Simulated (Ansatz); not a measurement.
## Geometry relaxation, with input and output: C$_{3}$H$_{5}$AlO

The run: geometry relaxation of C$_{3}$H$_{5}$AlO. Method and program: RKS PBE0-D4/def2-TZVP (Ansatz 0.2.0).

The geometry: PBE-D4/def2-SVP start. Figures and captions count atoms from 1; the log counts them from 0 in places.

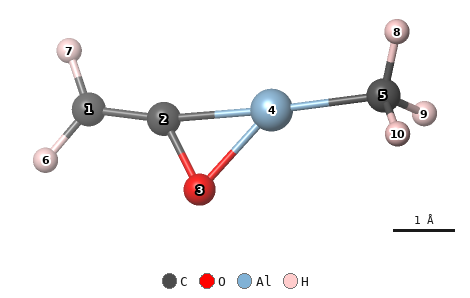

The structure as given in the input (ball-and-stick view, seen at a tilt; atoms are numbered from 1 in the order of the input). Sticks mark near contacts.

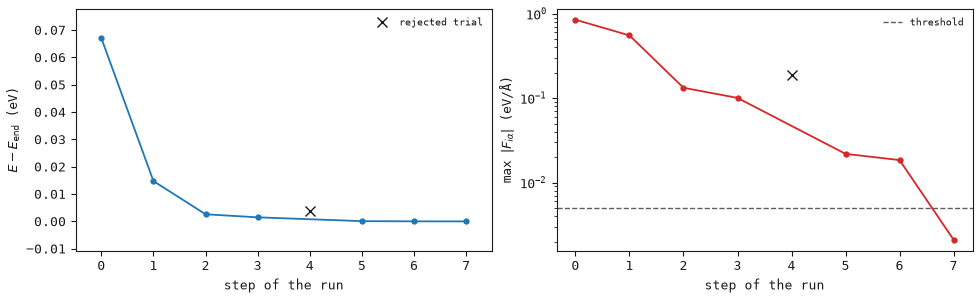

Progress of the relaxation, step by step (the first geometry is step 0 here and step 1 in the log).

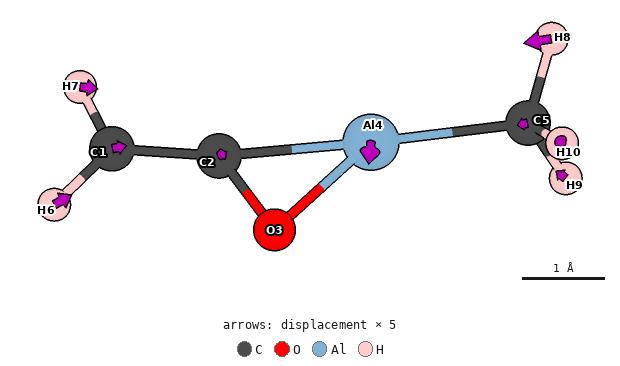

The starting structure with the displacements as pink arrows, magnified 5 times (ball-and-stick view, seen at a tilt). The two geometries are laid on each other by the best rigid fit. Over 7 geometry steps the energy falls by 0.067 eV. The largest force component goes from 0.85 to 0.0021 eV/Å. The line search rejected the trial step at point 4 (counted from 0) and went back. The atom that moves furthest after the best rigid fit is H8 (0.073 Å). By element the largest moves are H 0.073 Å, Al 0.067 Å, C 0.039 Å, O 0.009 Å. Distances before and after: O3–Al4 1.776 → 1.729 Å, C2–Al4 1.879 → 1.850 Å, C1–C2 1.341 → 1.322 Å, C1–H6 1.104 → 1.086 Å. Among the angles that change: C2–Al4–C5 176.9° → 172.6°, O3–Al4–C5 137.4° → 140.8°, C1–C2–Al4 168.4° → 171.0°. (Atoms are counted from 1 in the order of the input.)

The input and output of the run follow.

The input:
```yaml
crystal:
  periodic: [false, false, false]
  atoms:
    - {symbol: C, position_ang: [-0.865351, -2.021803, 1.600304]}
    - {symbol: C, position_ang: [-0.307247, -1.104032, 0.797991]}
    - {symbol: O, position_ang: [0.963749, -1.144802, 0.166247]}
    - {symbol: Al, position_ang: [0.151908, 0.373745, -0.267609]}
    - {symbol: C, position_ang: [0.526600, 1.933381, -1.366763]}
    - {symbol: H, position_ang: [-0.330702, -2.955290, 1.848438]}
    - {symbol: H, position_ang: [-1.866687, -1.856331, 2.021816]}
    - {symbol: H, position_ang: [-0.034271, 2.825815, -1.024863]}
    - {symbol: H, position_ang: [0.234463, 1.731304, -2.418621]}
    - {symbol: H, position_ang: [1.610638, 2.167014, -1.354038]}
basis:
  gaussian: {orbitals: def2-TZVP}
hamiltonian: {xc: pbe0, dispersion: d4}
relax: {f_tol: 0.005, max_steps: 150}
```

Command:
```bash
ansatz run in.yaml --threads 2 --pin off --events-out ev --progress --plain --max-ram 4352MiB
```

The program's output:
```
Functional definition: PBE0
  name "PBE0"
  cite "Adamo & Barone, J. Chem. Phys. 110, 6158 (1999) doi:10.1063/1.478522"
  cite "Perdew, Burke & Ernzerhof, Phys. Rev. Lett. 77, 3865 (1996) doi:10.1103/PhysRevLett.77.3865"
  parent pbe
  parameter a = 0.25
  parameter kappa = 0.804
  parameter beta = 0.06672455060314922
  exchange = (1 - a)*pbe_x(kappa = kappa, mu = beta*pi^2/3) + a*exact_x
  correlation = pbe_c(beta = beta)
1190 factors; their error is unknown
mean field evaluation 1: about -11815.3329 eV, gradient 7.6e1 eV
mean field evaluation 2: about -11787.0734 eV, gradient 1.3e2 eV
mean field evaluation 4: about -11828.2719 eV, gradient 8.4e0 eV
mean field evaluation 8: about -11828.4454 eV, gradient 1.5e-1 eV
mean field evaluation 16: about -11828.4562 eV, gradient 4.6e-4 eV
mean field -11828.45621848 eV, -434.6877484135 hartree, gradient 2.3e-5 eV, S^2 0.000000; 0 other end points of the search recorded, 0 dependent functions left out
the calculation of the forces begins
reference -11828.45625158 eV, -434.6877496299 hartree; 22, 22 occupied and 169, 169 virtual orbitals, 1190 factors
relax step   1: F+E_penalty+E_count = -11828.60155782 eV  Δ(F+E_penalty+E_count) = +0.000e0 eV  max|allowed force component| = 8.491e-1 eV/Å  Δτ_max = 0.0000 Å  (30 SCF iters, accepted)
these checks for a lower state are left out or cut short: starts, cluster_reference, orbital_swaps, neighbouring_geometries, increment
1190 factors; their error is unknown
mean field -11828.50779986 eV, -434.6896439944 hartree, gradient 1.4e-5 eV, S^2 0.000000; 0 other end points of the search recorded, 0 dependent functions left out
the calculation of the forces begins
reference -11828.50783283 eV, -434.6896452060 hartree; 22, 22 occupied and 169, 169 virtual orbitals, 1190 factors
relax step   2: F+E_penalty+E_count = -11828.65388290 eV  Δ(F+E_penalty+E_count) = -5.233e-2 eV  max|allowed force component| = 5.533e-1 eV/Å  Δτ_max = 0.0321 Å  (34 SCF iters, accepted)
these checks for a lower state are left out or cut short: starts, cluster_reference, orbital_swaps, neighbouring_geometries, increment
1190 factors; their error is unknown
mean field evaluation 32: about -11828.5194 eV, gradient 1.4e-5 eV
mean field -11828.51938016 eV, -434.6900695625 hartree, gradient 1.4e-5 eV, S^2 0.000000; 0 other end points of the search recorded, 0 dependent functions left out
the calculation of the forces begins
reference -11828.51941307 eV, -434.6900707718 hartree; 22, 22 occupied and 169, 169 virtual orbitals, 1190 factors
relax step   3: F+E_penalty+E_count = -11828.66602694 eV  Δ(F+E_penalty+E_count) = -1.214e-2 eV  max|allowed force component| = 1.326e-1 eV/Å  Δτ_max = 0.0229 Å  (34 SCF iters, accepted)
these checks for a lower state are left out or cut short: starts, cluster_reference, orbital_swaps, neighbouring_geometries, increment
1190 factors; their error is unknown
mean field -11828.52056959 eV, -434.6901132732 hartree, gradient 1.4e-5 eV, S^2 0.000000; 0 other end points of the search recorded, 0 dependent functions left out
the calculation of the forces begins
reference -11828.52060253 eV, -434.6901144838 hartree; 22, 22 occupied and 169, 169 virtual orbitals, 1190 factors
relax step   4: F+E_penalty+E_count = -11828.66714187 eV  Δ(F+E_penalty+E_count) = -1.115e-3 eV  max|allowed force component| = 1.006e-1 eV/Å  Δτ_max = 0.0175 Å  (33 SCF iters, accepted)
these checks for a lower state are left out or cut short: starts, cluster_reference, orbital_swaps, neighbouring_geometries, increment
1190 factors; their error is unknown
mean field -11828.51820708 eV, -434.6900264527 hartree, gradient 1.5e-5 eV, S^2 0.000000; 0 other end points of the search recorded, 0 dependent functions left out
the calculation of the forces begins
reference -11828.51824007 eV, -434.6900276648 hartree; 22, 22 occupied and 169, 169 virtual orbitals, 1190 factors
relax step   5: F+E_penalty+E_count = -11828.66478219 eV  Δ(F+E_penalty+E_count) = +2.360e-3 eV  max|allowed force component| = 1.882e-1 eV/Å  Δτ_max = 0.0294 Å  (33 SCF iters, rejected (line search))
these checks for a lower state are left out or cut short: starts, cluster_reference, orbital_swaps, neighbouring_geometries, increment
1190 factors; their error is unknown
mean field -11828.52198752 eV, -434.6901653813 hartree, gradient 1.5e-5 eV, S^2 0.000000; 0 other end points of the search recorded, 0 dependent functions left out
the calculation of the forces begins
reference -11828.52202050 eV, -434.6901665931 hartree; 22, 22 occupied and 169, 169 virtual orbitals, 1190 factors
relax step   6: F+E_penalty+E_count = -11828.66853717 eV  Δ(F+E_penalty+E_count) = -1.395e-3 eV  max|allowed force component| = 2.185e-2 eV/Å  Δτ_max = 0.0147 Å  (34 SCF iters, accepted)
these checks for a lower state are left out or cut short: starts, cluster_reference, orbital_swaps, neighbouring_geometries, increment
1190 factors; their error is unknown
mean field -11828.52207128 eV, -434.6901684593 hartree, gradient 1.5e-5 eV, S^2 0.000000; 0 other end points of the search recorded, 0 dependent functions left out
the calculation of the forces begins
reference -11828.52210427 eV, -434.6901696718 hartree; 22, 22 occupied and 169, 169 virtual orbitals, 1190 factors
relax step   7: F+E_penalty+E_count = -11828.66861287 eV  Δ(F+E_penalty+E_count) = -7.570e-5 eV  max|allowed force component| = 1.845e-2 eV/Å  Δτ_max = 0.0067 Å  (35 SCF iters, accepted)
these checks for a lower state are left out or cut short: starts, cluster_reference, orbital_swaps, neighbouring_geometries, increment
1190 factors; their error is unknown
mean field evaluation 64: about -11828.5219 eV, gradient 3.9e-1 eV
mean field -11828.52208642 eV, -434.6901690158 hartree, gradient 1.4e-5 eV, S^2 0.000000; 0 other end points of the search recorded, 0 dependent functions left out
the calculation of the forces begins
reference -11828.52211942 eV, -434.6901702284 hartree; 22, 22 occupied and 169, 169 virtual orbitals, 1190 factors
relax step   8: F+E_penalty+E_count = -11828.66862650 eV  Δ(F+E_penalty+E_count) = -1.363e-5 eV  max|allowed force component| = 2.100e-3 eV/Å  Δτ_max = 0.0018 Å  (35 SCF iters, accepted)
1190 factors; their error is unknown
mean field -11828.52208642 eV, -434.6901690158 hartree, gradient 1.4e-5 eV, S^2 0.000000; 1 other end points of the search recorded, 0 dependent functions left out
the calculation of the forces begins
reference -11828.52211942 eV, -434.6901702284 hartree; 22, 22 occupied and 169, 169 virtual orbitals, 1190 factors
Total energy: -11828.66865950 eV, -434.6955554769 hartree
Atom 0 at    -0.860753    -1.988600     1.580069 Å, force     0.000031    -0.001560    -0.000898 eV/Å
Atom 1 at    -0.315505    -1.082880     0.786656 Å, force    -0.000426     0.001170     0.001880 eV/Å
Atom 2 at     0.961860    -1.150488     0.172572 Å, force     0.000091    -0.001598    -0.001340 eV/Å
Atom 3 at     0.203805     0.334757    -0.283150 Å, force    -0.000701     0.002100    -0.000112 eV/Å
Atom 4 at     0.520329     1.908332    -1.352583 Å, force    -0.000116     0.000168    -0.000509 eV/Å
Atom 5 at    -0.335575    -2.905725     1.831950 Å, force     0.000295     0.001182     0.001295 eV/Å
Atom 6 at    -1.847650    -1.825306     1.992110 Å, force     0.000234    -0.000003    -0.001291 eV/Å
Atom 7 at    -0.047939     2.765693    -0.986315 Å, force     0.000270    -0.001660     0.000424 eV/Å
Atom 8 at     0.222539     1.726354    -2.389000 Å, force     0.000005    -0.000026     0.000747 eV/Å
Atom 9 at     1.581989     2.166864    -1.349408 Å, force     0.000316     0.000226    -0.000197 eV/Å
Dipole moment:    -0.062436     0.772009    -0.407336 e Å
```

Trajectory as extended XYZ (Å, eV, eV/Å), 8 frames, from step=1 to step=8:
```
10
Properties=species:S:1:pos:R:3:forces:R:3 step=1 energy=-11828.60156
C    -0.8654   -2.0218    1.6003    0.2827   0.2895  -0.3117
C    -0.3072   -1.1040    0.7980   -0.1079  -0.2888   0.2206
O     0.9637   -1.1448    0.1662   -0.7102   0.6058   0.0269
Al    0.1519    0.3737   -0.2676    0.3707  -0.8491   0.2785
C     0.5266    1.9334   -1.3668    0.0007   0.2608  -0.1821
H    -0.3307   -2.9553    1.8484   -0.2898   0.4926  -0.1259
H    -1.8667   -1.8563    2.0218    0.5540  -0.0661  -0.2454
H    -0.0343    2.8258   -1.0249    0.2795  -0.4213  -0.1694
H     0.2345    1.7313   -2.4186    0.1405   0.0971   0.5003
H     1.6106    2.1670   -1.3540   -0.5203  -0.1204   0.0083
10
Properties=species:S:1:pos:R:3:forces:R:3 step=2 energy=-11828.65388
C    -0.8589   -2.0051    1.5869    0.0958   0.0227  -0.0504
C    -0.3075   -1.0976    0.7930   -0.0153   0.0697  -0.0290
O     0.9582   -1.1444    0.1665   -0.3497   0.4229  -0.0604
Al    0.1588    0.3624   -0.2684    0.2639  -0.5533   0.1698
C     0.5201    1.9204   -1.3573   -0.0253   0.0654  -0.0400
H    -0.3318   -2.9278    1.8348   -0.0888   0.1288  -0.0288
H    -1.8469   -1.8374    2.0051    0.1386  -0.0225  -0.0650
H    -0.0353    2.8024   -1.0181    0.0765  -0.1253  -0.0398
H     0.2345    1.7234   -2.3993    0.0419   0.0236   0.1433
H     1.5920    2.1526   -1.3403   -0.1374  -0.0320   0.0004
10
Properties=species:S:1:pos:R:3:forces:R:3 step=3 energy=-11828.66603
C    -0.8532   -1.9915    1.5852    0.0264  -0.0647  -0.0371
C    -0.3084   -1.0880    0.7896   -0.1326   0.0900   0.0206
O     0.9521   -1.1370    0.1608    0.0410   0.0331  -0.0251
Al    0.1702    0.3515   -0.2707    0.0835  -0.0732  -0.0070
C     0.5180    1.9104   -1.3513   -0.0187  -0.0110   0.0168
H    -0.3319   -2.9126    1.8278    0.0085  -0.0198   0.0212
H    -1.8418   -1.8307    1.9918   -0.0099   0.0168   0.0283
H    -0.0385    2.7830   -1.0064   -0.0127   0.0195   0.0082
H     0.2323    1.7171   -2.3883   -0.0048   0.0001  -0.0237
H     1.5842    2.1467   -1.3356    0.0194   0.0093  -0.0022
10
Properties=species:S:1:pos:R:3:forces:R:3 step=4 energy=-11828.66714
C    -0.8536   -1.9885    1.5870   -0.0385  -0.0421  -0.0467
C    -0.3140   -1.0817    0.7909   -0.1001   0.0031   0.0535
O     0.9503   -1.1451    0.1683    0.1006   0.0742  -0.0766
Al    0.1858    0.3460   -0.2766    0.0351  -0.0755   0.0239
C     0.5192    1.9109   -1.3529   -0.0016  -0.0247   0.0127
H    -0.3318   -2.9110    1.8261    0.0160   0.0111   0.0104
H    -1.8443   -1.8346    1.9911   -0.0137   0.0224   0.0406
H    -0.0411    2.7778   -1.0002   -0.0149   0.0166   0.0113
H     0.2288    1.7207   -2.3892   -0.0025   0.0021  -0.0217
H     1.5838    2.1545   -1.3416    0.0195   0.0128  -0.0074
10
Properties=species:S:1:pos:R:3:forces:R:3 step=5 energy=-11828.66478 accepted=F
C    -0.8680   -1.9985    1.5634    0.0202   0.0945   0.1882
C    -0.3239   -1.0848    0.7778   -0.0676  -0.0480   0.0496
O     0.9531   -1.1498    0.1713    0.1187  -0.0567  -0.0695
Al    0.2014    0.3347   -0.2861   -0.0449   0.0534  -0.0123
C     0.5213    1.9093   -1.3522    0.0147  -0.0122   0.0069
H    -0.3291   -2.9025    1.8357   -0.0203  -0.0037  -0.0598
H    -1.8362   -1.8196    2.0142   -0.0135  -0.0436  -0.0933
H    -0.0523    2.7647   -0.9915   -0.0088   0.0105   0.0049
H     0.2346    1.7255   -2.3909   -0.0059  -0.0007  -0.0131
H     1.5822    2.1700   -1.3389    0.0074   0.0064  -0.0015
10
Properties=species:S:1:pos:R:3:forces:R:3 step=6 energy=-11828.66854
C    -0.8595   -1.9891    1.5819    0.0080  -0.0154  -0.0123
C    -0.3172   -1.0820    0.7881   -0.0178   0.0106   0.0042
O     0.9567   -1.1483    0.1706    0.0219   0.0102  -0.0143
Al    0.1976    0.3385   -0.2813    0.0045  -0.0184   0.0080
C     0.5206    1.9091   -1.3528   -0.0071  -0.0007   0.0003
H    -0.3326   -2.9065    1.8290    0.0015   0.0007   0.0041
H    -1.8460   -1.8301    1.9948   -0.0164   0.0095   0.0111
H    -0.0459    2.7695   -0.9916   -0.0008   0.0001   0.0023
H     0.2262    1.7246   -2.3897    0.0007   0.0003  -0.0018
H     1.5832    2.1634   -1.3461    0.0056   0.0032  -0.0016
10
Properties=species:S:1:pos:R:3:forces:R:3 step=7 energy=-11828.66861
C    -0.8607   -1.9886    1.5802    0.0023   0.0003  -0.0004
C    -0.3156   -1.0829    0.7866   -0.0106  -0.0136   0.0117
O     0.9609   -1.1514    0.1714    0.0023   0.0043  -0.0021
Al    0.2029    0.3347   -0.2825    0.0088   0.0185  -0.0158
C     0.5203    1.9085   -1.3525    0.0036  -0.0053   0.0033
H    -0.3350   -2.9054    1.8320   -0.0012  -0.0010   0.0002
H    -1.8474   -1.8255    1.9928    0.0007   0.0014  -0.0006
H    -0.0482    2.7661   -0.9871   -0.0010  -0.0025  -0.0004
H     0.2238    1.7261   -2.3893   -0.0014   0.0003   0.0029
H     1.5820    2.1673   -1.3486   -0.0036  -0.0024   0.0013
10
Properties=species:S:1:pos:R:3:forces:R:3 step=8 energy=-11828.66863
C    -0.8608   -1.9886    1.5801    0.0000  -0.0016  -0.0009
C    -0.3155   -1.0829    0.7867   -0.0004   0.0012   0.0019
O     0.9619   -1.1505    0.1726    0.0001  -0.0016  -0.0013
Al    0.2038    0.3348   -0.2832   -0.0007   0.0021  -0.0001
C     0.5203    1.9083   -1.3526   -0.0001   0.0002  -0.0005
H    -0.3356   -2.9057    1.8319    0.0003   0.0012   0.0013
H    -1.8477   -1.8253    1.9921    0.0002   0.0000  -0.0013
H    -0.0479    2.7657   -0.9863    0.0003  -0.0017   0.0004
H     0.2225    1.7264   -2.3890    0.0000   0.0000   0.0007
H     1.5820    2.1669   -1.3494    0.0003   0.0002  -0.0002
```

Results in brief:

```json
{"quantity": "outcome", "value": "converged"}
{"quantity": "total energy", "value": "−11828.6687 eV"}
{"quantity": "mean-field energy", "value": "−11828.5221 eV"}
{"quantity": "dispersion energy", "value": "−0.1465 eV"}
{"quantity": "SCF solution under orbital rotations", "value": "stable"}
{"quantity": "largest force (length of the vector) at the end", "value": "0.002 eV/Å"}
{"quantity": "dipole moment", "value": "4.20 D"}
{"quantity": "hardware", "value": "2 threads of Intel Xeon, 11 GiB of memory available, shared host"}
{"quantity": "wall time", "value": "31 s (CPU time 58 s)"}
{"quantity": "peak memory", "value": "0.46 GiB"}
```
